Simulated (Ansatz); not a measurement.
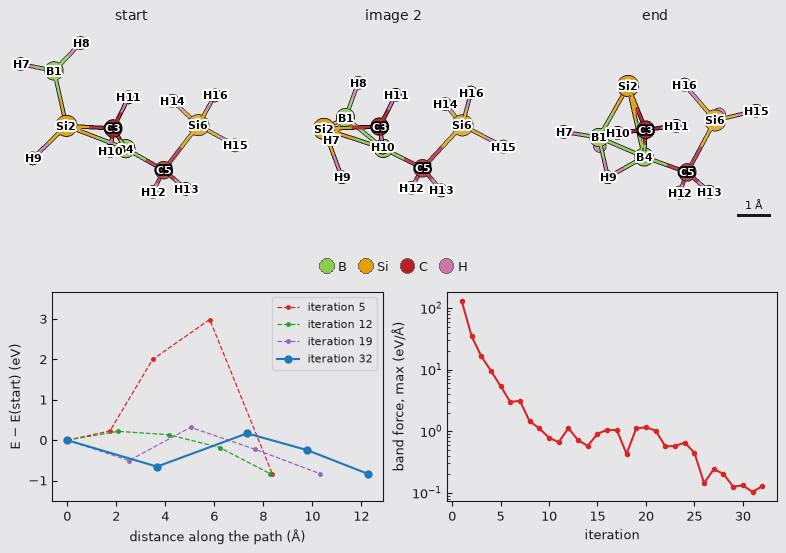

NEB run on C$_{2}$H$_{10}$B$_{2}$Si$_{2}$. Images are numbered from 0 (start) to 4 (end). The plot follows the band through its iterations. A ball-and-stick model, seen from a free direction.

Theory: UKS B3LYP/STO-3G (Ansatz 0.2.0). Settings: 3 movable images; climbing image; force threshold 0.05 eV/Å; iteration limit 32; starting path through a guess of the saddle point.

### How did the profile develop, and is the result final?

The result isn't final. The band hadn't converged when the run stopped after 32 iterations. The largest component of the band force went from 130 to 0.13 eV/Å. The barrier read from it is provisional, though the highest image hardly moved in the last two iterations. So few images resolve the path coarsely. The first iteration put the highest image at 57.93 eV. Relative to the start the highest point is image 2 at +0.17 eV and the end lies at −0.83 eV, but the profile dips to −0.65 eV at image 1 on the way, so there may be an intermediate minimum, or an end is no minimum.

Limits of the set-up: STO-3G is a minimal basis, so the numbers are rough.

The run took of the order of 13 core-minutes on a shared host.
